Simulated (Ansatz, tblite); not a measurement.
# AlH2Me (CH5Al): rung by rung, part 2 of 2

Aim: run the singlet of AlH2Me (CH5Al) at one geometry on many levels, and compare frontier levels, spin and run time.

Ansatz 0.2.0, Gaussian basis; as each input shows. The steps go on from the part before.

**13. PBE-D4/def2-SVP**

in.yaml

```yaml
crystal:
  periodic: [false, false, false]
  atoms:
    - {symbol: Al, position_ang: [0.526164, 0.921304, 0.007284]}
    - {symbol: H, position_ang: [2.126087, 0.934820, 0.026669]}
    - {symbol: H, position_ang: [-0.256032, 2.315890, -0.050424]}
    - {symbol: C, position_ang: [-0.451611, -0.777874, 0.020486]}
    - {symbol: H, position_ang: [-0.538433, -1.159708, -1.012159]}
    - {symbol: H, position_ang: [-1.474966, -0.677759, 0.410128]}
    - {symbol: H, position_ang: [0.068801, -1.556662, 0.598006]}
basis:
  gaussian: {orbitals: def2-SVP, initial_orbitals: start.molden}
hamiltonian: {xc: pbe, dispersion: d4}
scf: {omitted_lower_state_checks: [starts]}
output: {orbitals: {seedname: orbitals}}
```

Launch:

```
$ ansatz run in.yaml --threads 4 --pin off --events-out ev --progress --plain --max-ram 3916MiB
```

Standard output:

```text
Functional definition: PBE
  name "PBE"
  cite "Perdew, Burke & Ernzerhof, Phys. Rev. Lett. 77, 3865 (1996) doi:10.1103/PhysRevLett.77.3865"
  parent pbe
  parameter kappa = 0.804
  parameter beta = 0.06672455060314922
  exchange = pbe_x(kappa = kappa, mu = beta*pi^2/3)
  correlation = pbe_c(beta = beta)
these checks for a lower state are left out or cut short: starts
641 factors; their error is unknown
mean field evaluation 1: about -7706.3786 eV, gradient 5.0e0 eV
mean field evaluation 2: about -7706.4537 eV, gradient 6.2e-2 eV
mean field evaluation 4: about -7706.4261 eV, gradient 4.2e-5 eV
mean field -7706.42613455 eV, -283.2059368414 hartree, gradient 5.0e-5 eV, S^2 0.000000; 0 other end points of the search recorded, 0 dependent functions left out
reference -7706.42617036 eV, -283.2059381574 hartree; 12, 12 occupied and 45, 45 virtual orbitals, 641 factors
Total energy: -7706.50428737 eV, -283.2088089045 hartree
Checks for a lower state left out: starts
```

Wall time 0.3 s (4 threads of Arm Neoverse V2, shared host).

Report: HOMO -6.77 eV, LUMO -2.04 eV.

**14. PBE0-D4/def2-SVP**

in.yaml, as its differences from that of step 13:

```diff
@@ -12,3 +12,3 @@
   gaussian: {orbitals: def2-SVP, initial_orbitals: start.molden}
-hamiltonian: {xc: pbe, dispersion: d4}
+hamiltonian: {xc: pbe0, dispersion: d4}
 scf: {omitted_lower_state_checks: [starts]}
```

The command is unchanged.

Standard output:

```text
Functional definition: PBE0
  name "PBE0"
  cite "Adamo & Barone, J. Chem. Phys. 110, 6158 (1999) doi:10.1063/1.478522"
  cite "Perdew, Burke & Ernzerhof, Phys. Rev. Lett. 77, 3865 (1996) doi:10.1103/PhysRevLett.77.3865"
  parent pbe
  parameter a = 0.25
  parameter kappa = 0.804
  parameter beta = 0.06672455060314922
  exchange = (1 - a)*pbe_x(kappa = kappa, mu = beta*pi^2/3) + a*exact_x
  correlation = pbe_c(beta = beta)
these checks for a lower state are left out or cut short: starts
674 factors; their error is unknown
mean field evaluation 1: about -7707.3511 eV, gradient 3.3e0 eV
mean field evaluation 2: about -7707.3833 eV, gradient 2.4e-2 eV
mean field evaluation 4: about -7707.4865 eV, gradient 5.0e-5 eV
mean field -7707.48650585 eV, -283.2449047682 hartree, gradient 5.1e-5 eV, S^2 0.000000; 0 other end points of the search recorded, 0 dependent functions left out
reference -7707.48653282 eV, -283.2449057593 hartree; 12, 12 occupied and 45, 45 virtual orbitals, 674 factors
Total energy: -7707.55158952 eV, -283.2472965488 hartree
Checks for a lower state left out: starts
```

Wall time 0.35 s (4 threads of Arm Neoverse V2, shared host).

HOMO -8.07 eV, LUMO -1.28 eV.

**15. HF/STO-3G**

in.yaml, as its differences from that of step 14:

```diff
@@ -11,4 +11,4 @@
 basis:
-  gaussian: {orbitals: def2-SVP, initial_orbitals: start.molden}
-hamiltonian: {xc: pbe0, dispersion: d4}
+  gaussian: {orbitals: STO-3G}
+hamiltonian: {xc: hf}
 scf: {omitted_lower_state_checks: [starts]}
```

The command is unchanged.

Standard output:

```text
Functional definition: HF
  name "HF"
  cite "Fock, Z. Phys. 61, 126 (1930) doi:10.1007/BF01340294"
  parent pbe
  exchange = exact_x
  correlation = 0
these checks for a lower state are left out or cut short: starts
224 factors; integrals over basis functions are off by at most 6.8e-5 eV
mean field evaluation 1: about -7599.7699 eV, gradient 1.3e1 eV
mean field evaluation 2: about -7599.8029 eV, gradient 1.3e1 eV
mean field evaluation 4: about -7600.5619 eV, gradient 6.0e-1 eV
mean field evaluation 8: about -7600.5628 eV, gradient 9.2e-6 eV
mean field -7600.56278913 eV, -279.3155306539 hartree, gradient 1.7e-5 eV, S^2 0.000000; 0 other end points of the search recorded, 0 dependent functions left out
reference -7600.56278913 eV, -279.3155306539 hartree; 12, 12 occupied and 7, 7 virtual orbitals, 224 factors
Total energy: -7600.56278913 eV, -279.3155306539 hartree
Checks for a lower state left out: starts
```

Run time: 0.05 s. Hardware: 4 threads of Arm Neoverse V2, shared host.

From the report: HOMO -8.85 eV, LUMO 8.87 eV.

**16. CCSD(T)/def2-TZVPP**

in.yaml, as its differences from that of step 15:

```diff
@@ -11,4 +11,4 @@
 basis:
-  gaussian: {orbitals: STO-3G}
-hamiltonian: {xc: hf}
+  gaussian: {orbitals: def2-TZVPP, initial_orbitals: start.molden}
+correlation: {method: ccsd_t}
 scf: {omitted_lower_state_checks: [starts]}
```

Launched as before.

Standard output, shortened:

```text
Functional definition: HF
  name "HF"
  cite "Fock, Z. Phys. 61, 126 (1930) doi:10.1007/BF01340294"
  parent pbe
[...]
812 factors; integrals over basis functions are off by at most 1.8e-3 eV
[...]
mean field -7692.78095616 eV, -282.7044857846 hartree, gradient 1.7e-6 eV, S^2 0.000000; 0 other end points of the search recorded, 0 dependent functions left out
6 core orbitals not correlated: weight in the atoms' cores, before any rotation towards them, 1.000 or more for the frozen orbitals, at most 0.000 for the correlated occupied ones
reference -7692.78095616 eV, -282.7044857846 hartree; 6, 6 occupied and 131, 131 virtual orbitals, 812 factors
second order -7.34853580 eV of doubles, -0.00000000 eV of singles
cycle   1  -7.96458716 eV  change   -6.2e-1 eV  update   6.1e-2
[...]
cycle   8  -8.24579387 eV  change   -7.0e-6 eV  update   1.3e-5
perturbative correction -0.25379510 eV, -0.0093267980 hartree
Total energy: -7701.28054513 eV, -283.0168399181 hartree
Checks for a lower state left out: starts
```

It took 3 s on 4 threads of Arm Neoverse V2, shared host; peak memory 0.77 GiB.

Hartree-Fock HOMO -11.14 eV, LUMO 1.32 eV; T1 0.009.

**17. MP2/def2-TZVP**

in.yaml, as its differences from that of step 16:

```diff
@@ -11,4 +11,4 @@
 basis:
-  gaussian: {orbitals: def2-TZVPP, initial_orbitals: start.molden}
-correlation: {method: ccsd_t}
+  gaussian: {orbitals: def2-TZVP, initial_orbitals: start.molden}
+correlation: {method: mp2}
 scf: {omitted_lower_state_checks: [starts]}
```

The command is unchanged.

Standard output:

```text
Functional definition: HF
  name "HF"
  cite "Fock, Z. Phys. 61, 126 (1930) doi:10.1007/BF01340294"
  parent pbe
  exchange = exact_x
  correlation = 0
these checks for a lower state are left out or cut short: starts
671 factors; integrals over basis functions are off by at most 1.2e-3 eV
mean field evaluation 1: about -7692.4199 eV, gradient 2.0e1 eV
mean field evaluation 2: about -7692.7378 eV, gradient 3.9e-1 eV
mean field evaluation 4: about -7692.7422 eV, gradient 1.0e-3 eV
mean field -7692.74221922 eV, -282.7030622284 hartree, gradient 9.7e-6 eV, S^2 0.000000; 0 other end points of the search recorded, 0 dependent functions left out
6 core orbitals not correlated: weight in the atoms' cores, before any rotation towards them, 1.000 or more for the frozen orbitals, at most 0.000 for the correlated occupied ones
reference -7692.74221922 eV, -282.7030622284 hartree; 6, 6 occupied and 86, 86 virtual orbitals, 671 factors
second order -6.95934340 eV of doubles, -0.00000000 eV of singles
Total energy: -7699.70156263 eV, -282.9588133813 hartree
Checks for a lower state left out: starts
```

Wall time 0.3 s (4 threads of Arm Neoverse V2, shared host).

From the report: Hartree-Fock HOMO -11.14 eV, LUMO 1.32 eV.

**18. RPA/def2-TZVP**

in.yaml, as its differences from that of step 17:

```diff
@@ -12,4 +12,4 @@
   gaussian: {orbitals: def2-TZVP, initial_orbitals: start.molden}
-correlation: {method: mp2}
+hamiltonian: {xc: pbe}
+correlation: {method: rpa}
 scf: {omitted_lower_state_checks: [starts]}
-output: {orbitals: {seedname: orbitals}}
```

Same command.

Standard output, shortened:

```text
Functional definition: PBE
  name "PBE"
  cite "Perdew, Burke & Ernzerhof, Phys. Rev. Lett. 77, 3865 (1996) doi:10.1103/PhysRevLett.77.3865"
  parent pbe
[...]
671 factors; integrals over basis functions are off by at most 1.2e-3 eV
[...]
mean field -7710.04844629 eV, -283.3390543425 hartree, gradient 7.7e-7 eV, S^2 0.000000; 0 other end points of the search recorded, 0 dependent functions left out
6 core orbitals not correlated: weight in the atoms' cores, before any rotation towards them, 1.000 or more for the frozen orbitals, at most 0.000 for the correlated occupied ones
reference -7692.12617040 eV, -282.6804228518 hartree; 6, 6 occupied and 86, 86 virtual orbitals, 671 factors
Total energy: -7705.26080767 eV, -283.1631118685 hartree
Checks for a lower state left out: starts
```

It took 0.8 s on 4 threads of Arm Neoverse V2, shared host.

**19. Comparison**

```tsv
level	functions	HOMO (eV)	LUMO (eV)	gap (eV)	time
HF/STO-3G	19	-8.85	8.87	17.72	0.05 s
PBE-D4/def2-SVP	57	-6.77	-2.04	4.72	0.3 s
PBE-D4/def2-TZVP	98	-6.81	-2.08	4.73	0.45 s
BLYP-D4/def2-TZVP	98	-6.69	-1.99	4.70	0.45 s
r2SCAN-D4/def2-TZVP	98	-7.09	-1.70	5.38	1.1 s
r2SCANh-D4/def2-TZVP	98	-7.55	-1.45	6.10	1.1 s
B3LYP-D4/def2-TZVP	98	-7.86	-1.54	6.33	0.45 s
PBE0-D4/def2-SVP	57	-8.07	-1.28	6.79	0.35 s
PBE0-D4/def2-TZVP	98	-8.08	-1.31	6.77	0.55 s
r2SCAN0-D4/def2-TZVP	98	-8.26	-1.09	7.17	1.1 s
BHLYP-D4/def2-TZVP	98	-9.26	-0.57	8.69	0.45 s
LC-ωPBE/def2-TZVP	98	-10.87	0.70	11.57	0.55 s
```

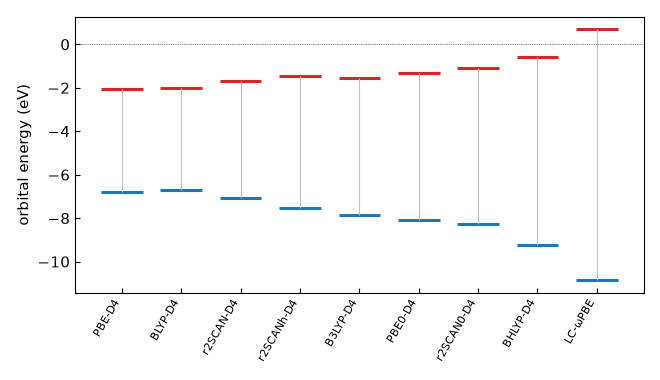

Highest filled (blue) and lowest empty (red) level in def2-TZVP.

Energy pieces by basis (eV):

```tsv
basis	HF	MP2 correlation	CCSD correlation	(T)	total
def2-TZVPP	-7692.7810	-7.3485	-8.2458	-0.2538	-7701.2805
def2-TZVP	-7692.7422	-6.9593			-7699.7016 (MP2)
```

**20. Binding energy**

Free atoms were run apart at each level; binding is atoms less cluster, divided by the number of atoms, without zero-point or spin-orbit terms.

Differences are taken before rounding.

```tsv
method	binding an atom (eV)	from CCSD(T)/def2-TZVPP (eV)	time
HF/STO-3G	3.599	+0.449	0.05 s
HF/def2-TZVP	2.477	-0.674	
HF/def2-TZVPP	2.482	-0.668	
PBE-D4/def2-SVP	3.199	+0.048	0.3 s
PBE-D4/def2-TZVP	3.189	+0.038	0.45 s
BLYP-D4/def2-TZVP	3.174	+0.023	0.45 s
r2SCAN-D4/def2-TZVP	3.207	+0.056	1.1 s
r2SCANh-D4/def2-TZVP	3.199	+0.048	1.1 s
B3LYP-D4/def2-TZVP	3.208	+0.057	0.45 s
PBE0-D4/def2-SVP	3.191	+0.040	0.35 s
PBE0-D4/def2-TZVP	3.177	+0.026	0.55 s
r2SCAN0-D4/def2-TZVP	3.187	+0.036	1.1 s
BHLYP-D4/def2-TZVP	3.165	+0.015	0.45 s
LC-ωPBE/def2-TZVP	3.186	+0.035	0.55 s
MP2/def2-TZVP	3.078	-0.072	0.3 s
CCSD/def2-TZVPP	3.127	-0.024	
CCSD(T)/def2-TZVPP	3.151	0	3 s
```

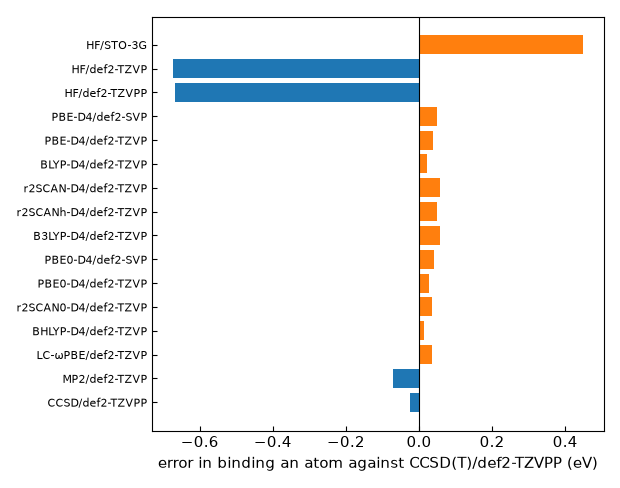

How far each level lands from CCSD(T)/def2-TZVPP.

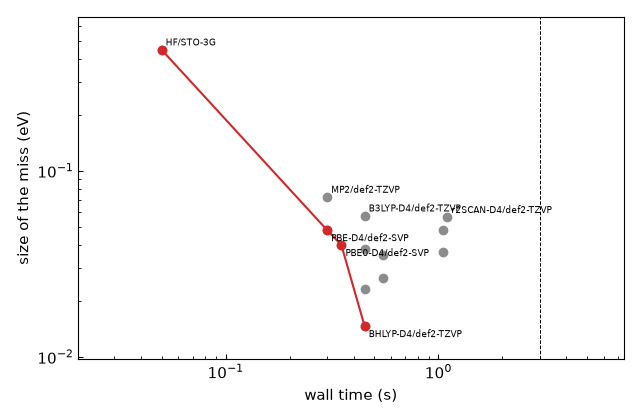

Accuracy for the time spent; red marks the levels that beat every quicker one drawn (of those quicker than the yardstick), and the dashed line is the time of CCSD(T)/def2-TZVPP. Only those levels and the largest misses are named. Times are from a shared host. Runs this short are mostly start-up, so their order is noise.

**21. Results**

What follows sums up all 2 parts.

```
                                                 quantity                                  value
gap in def2-TZVP, named functionals, smallest and largest  4.70 eV (BLYP-D4), 11.57 eV (LC-ωPBE)
                   correlation energy, CCSD(T)/def2-TZVPP                               -8.50 eV
                        correlation energy, MP2/def2-TZVP                               -6.96 eV
                      binding an atom, CCSD(T)/def2-TZVPP                               3.151 eV
          PBE0 total energy, smallest basis above largest          3.52 eV (def2-SVP, def2-TZVP)
```

Orbital gaps of the named functionals in def2-TZVP span 4.70 eV (BLYP-D4) to 11.57 eV (LC-ωPBE); exact exchange widens it. A small miss in a minimal or small basis is a cancelling of errors, not accuracy. The functionals in def2-TZVP miss CCSD(T)/def2-TZVPP by +0.015 (BHLYP-D4) to +0.057 eV (B3LYP-D4) an atom. The reference is CCSD(T) in one finite basis, so it carries an error of its own, often a tenth of an eV or more, and near misses can't be ranked.

For cost: BHLYP-D4/def2-TZVP gets within 0.015 eV in 0.45 s, where CCSD(T)/def2-TZVPP took 3 s. The slowest run with a step of its own, CCSD(T)/def2-TZVPP, took 3 s; the quickest functional in def2-TZVP took 0.45 s (shared host).
